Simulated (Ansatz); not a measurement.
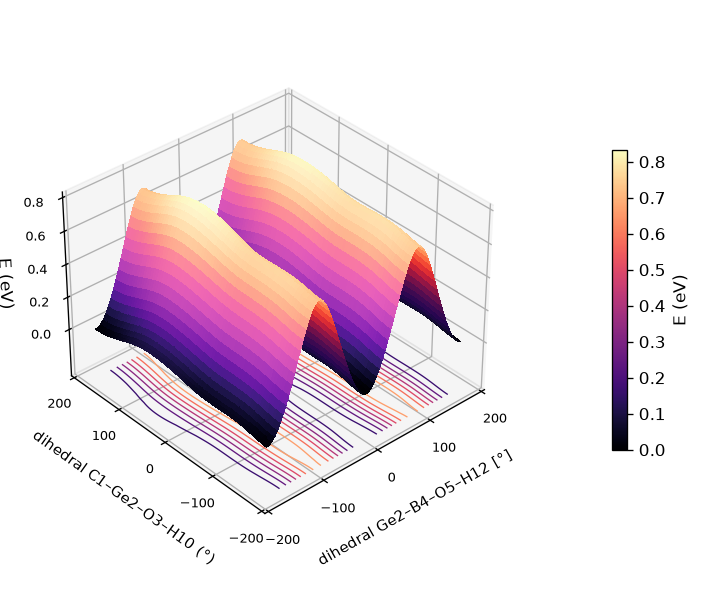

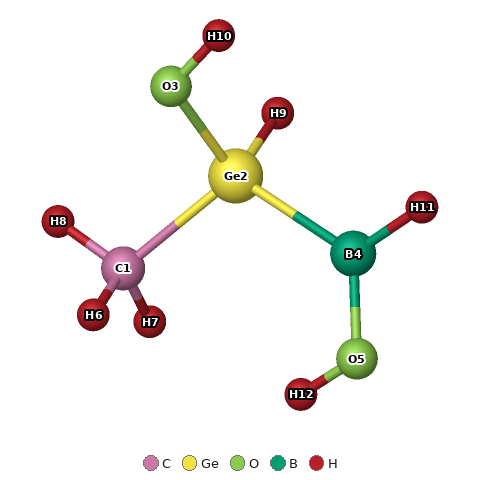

Energy landscape of CH7BGeO2, SMILES [CH3][GeH]([OH])[BH]O. First axis: dihedral Ge2–B4–O5–H12. Second axis: dihedral C1–Ge2–O3–H10. Nothing is relaxed (all other coordinates rigid). The grid has 8 × 8 points. All energies are given in eV relative to the lowest grid point. Level of theory: RKS PBE0-D4/def2-SVP (Ansatz).

Drawn: a relief with its contours projected below. Between grid points the surface is interpolated. The second picture is the structure at the lowest point.

**Where are the wells?**

The lowest grid point is at dihedral Ge2–B4–O5–H12 = 0°, dihedral C1–Ge2–O3–H10 = −180°. A higher local minimum lies near dihedral Ge2–B4–O5–H12 = −180°, dihedral C1–Ge2–O3–H10 = −180° (0.008 eV above the lowest at that grid point). The highest grid point, dihedral Ge2–B4–O5–H12 = −90°, dihedral C1–Ge2–O3–H10 = 45°, lies 0.83 eV above the lowest. Round the minimum the two coordinates are nearly uncoupled.

Grid values (eV):

| dihedral C1–Ge2–O3–H10 ↓, dihedral Ge2–B4–O5–H12 → | −180 | −135 | −90 | −45 | 0 | 45 | 90 | 135 |
| --- | --- | --- | --- | --- | --- | --- | --- | --- |
| 135 | 0.03 | 0.34 | 0.75 | 0.37 | 0.02 | 0.34 | 0.75 | 0.37 |
| 90 | 0.08 | 0.40 | 0.82 | 0.44 | 0.08 | 0.40 | 0.81 | 0.42 |
| 45 | 0.09 | 0.40 | 0.83 | 0.46 | 0.10 | 0.42 | 0.82 | 0.44 |
| 0 | 0.07 | 0.38 | 0.79 | 0.42 | 0.08 | 0.40 | 0.80 | 0.42 |
| −45 | 0.04 | 0.36 | 0.75 | 0.38 | 0.05 | 0.38 | 0.77 | 0.38 |
| −90 | 0.04 | 0.35 | 0.75 | 0.37 | 0.04 | 0.37 | 0.77 | 0.38 |
| −135 | 0.03 | 0.33 | 0.74 | 0.37 | 0.03 | 0.35 | 0.76 | 0.38 |
| −180 | 0.01 | 0.31 | 0.72 | 0.34 | 0.00 | 0.32 | 0.73 | 0.35 |

Each point was launched as `ansatz run input.yaml --threads 1 --pin off --max-ram 2560MiB --backend cpu --events-out ev --progress --plain --runs-dir out`. The whole map (64 points run) took 13 min on 1 thread of Arm Neoverse V1, with other jobs on the host.
